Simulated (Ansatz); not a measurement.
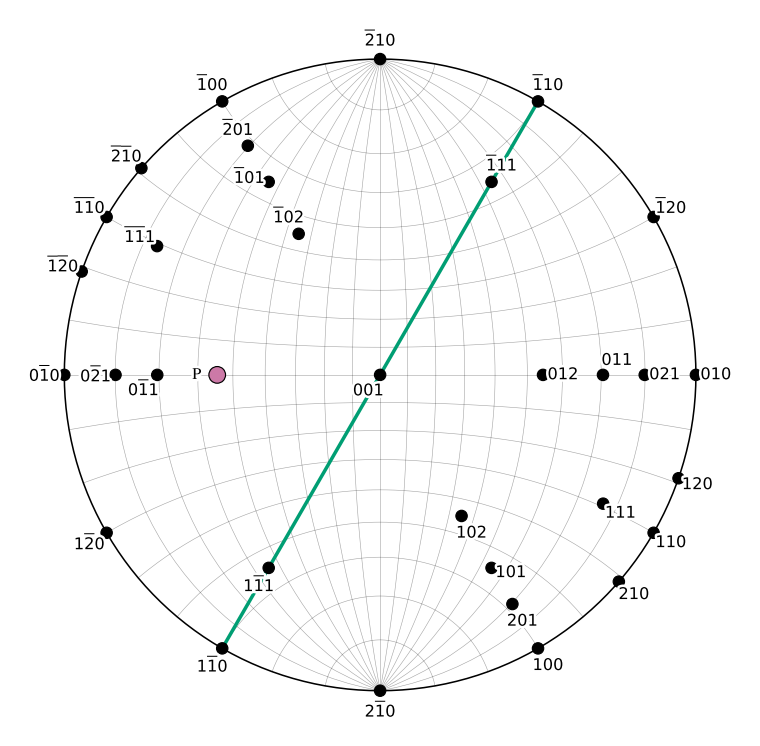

Stereographic projection of plane normals (upper hemisphere) centred on (0 0 1). Crystal: CaB, the geometry relaxed with Ansatz, DFT PBE, scalar-relativistic, plane waves, PAW; the starting structure was generated, so it need not be a known form of this composition. Geometry calculated from the standardised cell; symmetry tolerance 0.002 Å.

a = 3.299 Å, b = 3.299 Å, c = 8.032 Å, α = 90.00°, β = 90.00°, γ = 120.00°.

Q: Index the pole marked P.

A: P is (0 −1 2), in four indices (0 −1 1 2), 54.6° from the centre.

Q: Which zone does the coloured great circle trace?

A: The zone [1 1 0]: its poles satisfy h + k = 0.

Q: What is the angle between the normals of (−2 −1 0) and (1 −1 0), and what are their d_hkl = 1/|g|?

A: 100.9°; d = 1.080 Å and 2.857 Å.
